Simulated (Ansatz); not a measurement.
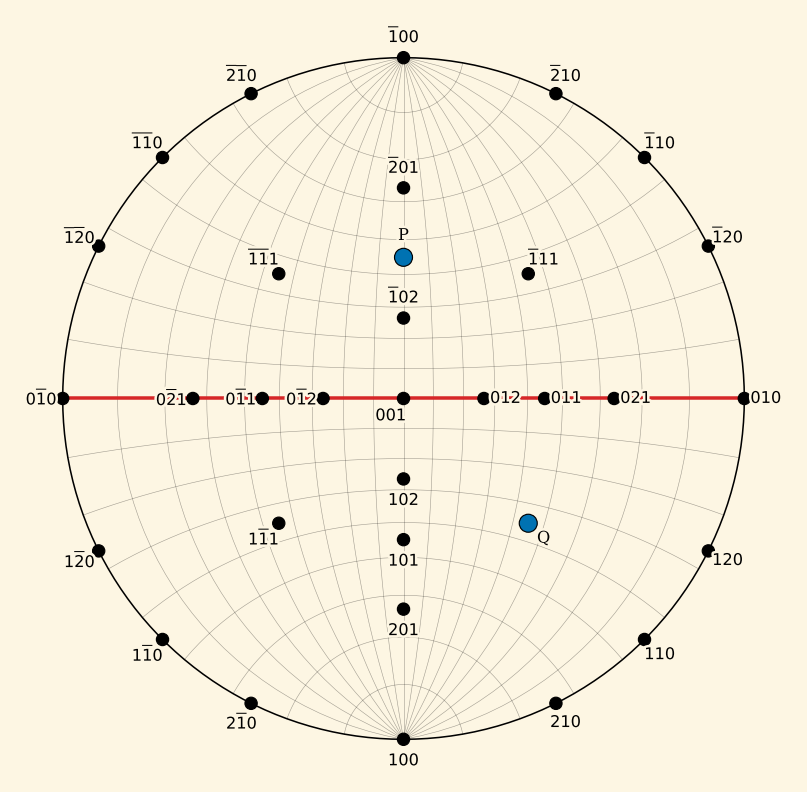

Stereographic projection of plane normals (upper hemisphere) centred on (0 0 1). Crystal: Sr, the input geometry of an electronic-structure calculation (not necessarily at equilibrium). The drawing is computed from the coordinates (standard cell, symmetry found to 0.002 Å).

a = 5.806 Å, b = 5.806 Å, c = 5.806 Å, α = 90.00°, β = 90.00°, γ = 90.00°.

Question: Index the poles marked P, Q.

Answer: P is (−1 0 1), 45.0° from the centre; Q is (1 1 1), 54.7° from the centre.

Question: Which zone does the coloured great circle trace?

Answer: The zone [1 0 0]: its poles satisfy h = 0.

Question: What is the angle between the normals of (1 −1 1) and (0 2 1), and what are their d_hkl = 1/|g|?

Answer: 105.0°; d = 3.352 Å and 2.596 Å.
